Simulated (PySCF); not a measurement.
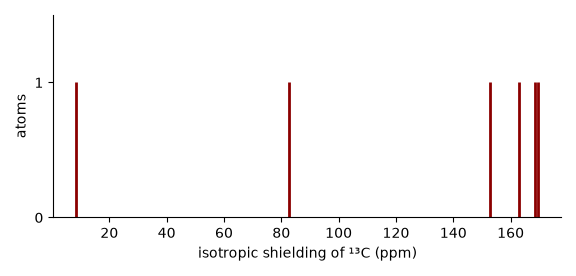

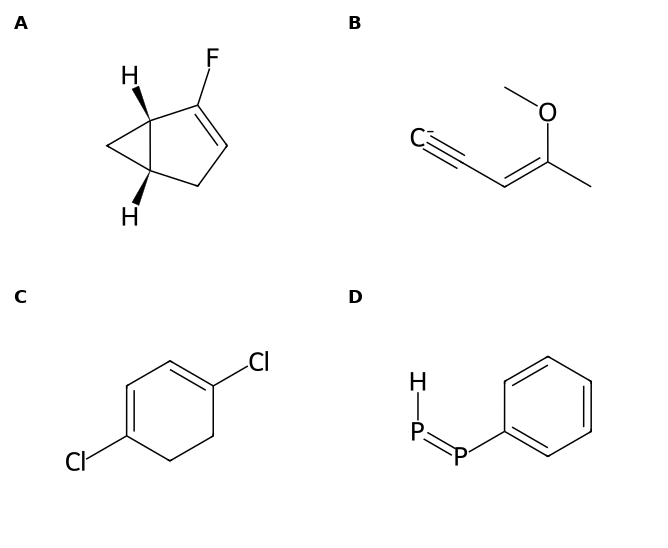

The sticks are computed shieldings of one of the molecules, for one fixed geometry (GFN2-xTB) without averaging over rotations. Low shielding means a high chemical shift. Method: GIAO PBE0/pcSseg-1 NMR shielding, non-relativistic, gas phase (PySCF 2.14.0).

Match the spectrum to a structure.

Answer. A, `FC1=CC[C@@H]2C[C@H]12`. Its 6 C atoms give lines at 8.5, 82.5, 152.9, 162.8, 168.3, 169.7 ppm.

The geometry is semi-empirical. Around P such bond lengths and angles can be off by a tenth of an ångström or more and by several degrees, and values that hang on the shape move with them.
